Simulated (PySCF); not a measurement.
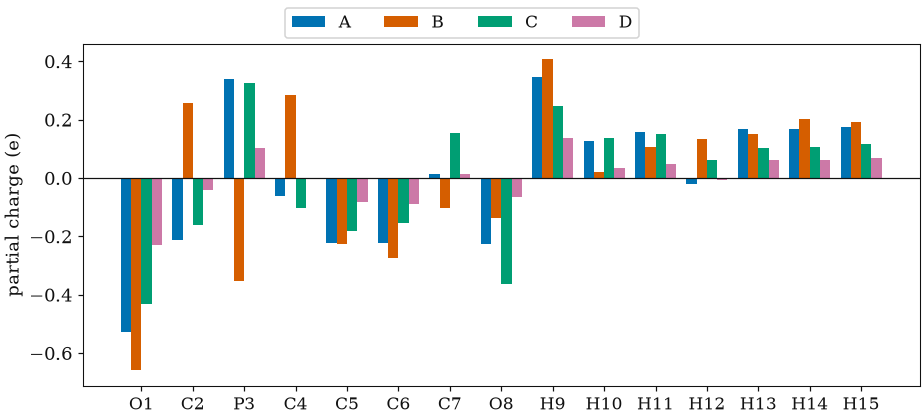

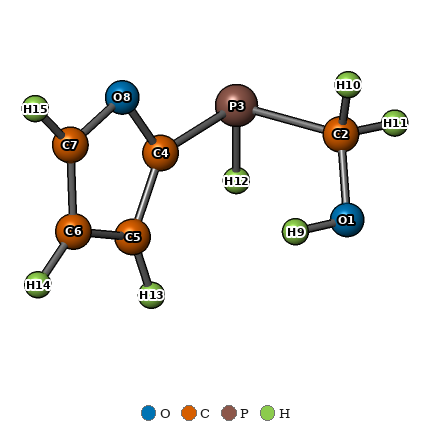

Atomic charges of C₅H₇O₂P, SMILES OCPc1ccco1 by 4 schemes, PBE0/pcSseg-1 with PySCF, at a PBE0-D3(BJ)/def2-SVP geometry (no frequency check).

### The schemes are ESP fit, Hirshfeld, IAO and Mulliken. Which series is which?

A: IAO (O1 −0.53 e); B: ESP fit (O1 −0.66 e); C: Mulliken (O1 −0.43 e); D: Hirshfeld (O1 −0.23 e).

Note: one conformer of a flexible molecule.
